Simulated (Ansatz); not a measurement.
# C2H4AlFO (SMILES C=C[O][AlH][F]) at HF/def2-SVP

What is the vertical ionisation energy of C2H4AlFO at HF/def2-SVP? 

The results are computed with Ansatz 0.2.0.

127 further runs of the same task are left out: 127 set aside as unsound or not needed.

## (1) The molecule

C2H4AlFO: 9 atoms, total charge 0, spin state singlet. As SMILES, `C=C[O][AlH][F]`. Geometry: relaxed at PBE0-D4/def2-TZVP. This is one conformer, not always the lowest.

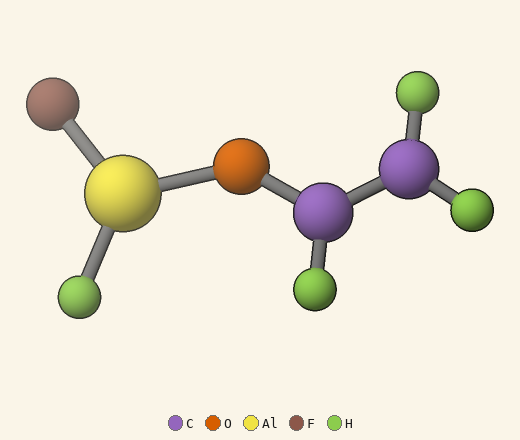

The structure, seen from a chosen angle (carbon purple, oxygen orange, aluminium yellow, fluorine brown, hydrogen green).

## (2) The energy at HF/def2-SVP

in.yaml reads:

```yaml
crystal:
  periodic: [false, false, false]
  atoms:
    - {symbol: C, position_ang: [-1.562000, -0.360100, 1.103900]}
    - {symbol: C, position_ang: [-0.728000, -0.312900, 0.075500]}
    - {symbol: O, position_ang: [0.490300, 0.256500, 0.139600]}
    - {symbol: Al, position_ang: [1.800800, 0.519300, -0.884800]}
    - {symbol: F, position_ang: [3.087600, 1.301600, -0.235000]}
    - {symbol: H, position_ang: [-1.297700, 0.065300, 2.064100]}
    - {symbol: H, position_ang: [-2.527700, -0.832200, 0.988500]}
    - {symbol: H, position_ang: [-0.999000, -0.743100, -0.888800]}
    - {symbol: H, position_ang: [1.824300, 0.059200, -2.380300]}
basis:
  gaussian:
    orbitals: def2-SVP
hamiltonian:
  xc: hf
accuracy: high
output:
  orbitals: {seedname: orbitals}
```

Command:

```bash
$ ansatz run in.yaml --threads 1 --pin off --max-ram 3480MiB --events-out events.jsonl --progress --plain --runs-dir runs
```

Log:

```text
Warning: RAYON_NUM_THREADS=1 ignored (pool sized by the plan → 1); use --threads N
Functional definition: HF
  name "HF"
  exchange = exact_x
  correlation = 0
2095 factors; integrals over basis functions are off by at most 5.5e-9 eV
mean field evaluation 1: about -13441.3009 eV, gradient 4.2e1 eV
mean field evaluation 2: about -13441.4077 eV, gradient 4.2e1 eV
mean field evaluation 4: about -13445.3128 eV, gradient 3.3e0 eV
mean field evaluation 8: about -13445.3624 eV, gradient 3.0e-1 eV
mean field evaluation 16: about -13445.3628 eV, gradient 1.4e-8 eV
mean field -13445.36282716 eV, -494.1079703037 hartree, gradient 1.5e-8 eV, S^2 0.000000; 0 other end points of the search recorded, 0 dependent functions left out
reference -13445.36282716 eV, -494.1079703037 hartree; 23, 23 occupied and 71, 71 virtual orbitals, 2095 factors
Total energy: -13445.36282716 eV, -494.1079703037 hartree
```

Wall time 3.3 s (1 thread of Arm Neoverse V1, shared host); peak memory 0.26 GiB.

## (3) The doublet cation, same level

run.yaml reads:

```yaml
crystal:
  periodic: [false, false, false]
  atoms:
    - {symbol: C, position_ang: [-1.562000, -0.360100, 1.103900]}
    - {symbol: C, position_ang: [-0.728000, -0.312900, 0.075500]}
    - {symbol: O, position_ang: [0.490300, 0.256500, 0.139600]}
    - {symbol: Al, position_ang: [1.800800, 0.519300, -0.884800]}
    - {symbol: F, position_ang: [3.087600, 1.301600, -0.235000]}
    - {symbol: H, position_ang: [-1.297700, 0.065300, 2.064100]}
    - {symbol: H, position_ang: [-2.527700, -0.832200, 0.988500]}
    - {symbol: H, position_ang: [-0.999000, -0.743100, -0.888800]}
    - {symbol: H, position_ang: [1.824300, 0.059200, -2.380300]}
basis:
  gaussian:
    orbitals: def2-SVP
output: {orbitals: {seedname: orbitals}}
total_charge: 1
magnetization:
  spin_polarized: true
  initial_magnetization: 1
accuracy: high
hamiltonian:
  xc: hf
```

Command:

```bash
$ ansatz run run.yaml --threads 1 --pin off --max-ram 3480MiB --events-out events.jsonl --progress --plain --runs-dir runs
```

Log:

```text
Warning: RAYON_NUM_THREADS=1 ignored (pool sized by the plan → 1); use --threads N
[... 4 set-up lines as earlier in the session ...]
2094 factors; integrals over basis functions are off by at most 5.5e-9 eV
mean field evaluation 1: about -13430.4063 eV, gradient 4.2e1 eV
mean field evaluation 2: about -13430.5127 eV, gradient 4.2e1 eV
mean field evaluation 4: about -13437.1372 eV, gradient 2.7e0 eV
mean field evaluation 8: about -13437.2223 eV, gradient 2.3e-1 eV
mean field evaluation 16: about -13437.2240 eV, gradient 1.2e-8 eV
mean field evaluation 32: about -13437.0215 eV, gradient 2.7e0 eV
mean field -13437.22398180 eV, -493.8088732538 hartree, gradient 2.2e-8 eV, S^2 0.763092; 0 other end points of the search recorded, 0 dependent functions left out
reference -13437.22398180 eV, -493.8088732538 hartree; 23, 22 occupied and 71, 72 virtual orbitals, 2094 factors
Total energy: -13437.22398180 eV, -493.8088732538 hartree
```

It took 5.7 s on 1 thread of Arm Neoverse V1, shared host; peak memory 0.34 GiB.

## (4) What came out

At HF/def2-SVP:

| quantity | value |
| --- | --- |
| singlet C2H4AlFO: total energy | -494.10797 Eh |
| singlet C2H4AlFO: HOMO energy | -9.48 eV |
| singlet C2H4AlFO: LUMO energy | 2.18 eV |
| singlet C2H4AlFO: HOMO–LUMO gap | 11.66 eV |
| doublet cation: total energy | -493.80887 Eh |
| doublet cation: HOMO energy (highest over α and β) | -17.54 eV |
| doublet cation: LUMO energy (lowest over α and β) | -6.95 eV |
| doublet cation: ⟨S²⟩ | 0.763 |
| vertical ionisation energy (to the doublet cation) | 8.139 eV |

In words: The vertical ionisation energy comes to 8.14 eV (188 kcal/mol). −ε(HOMO) before ionisation, 9.48 eV, is 1.34 eV above this ionisation energy.
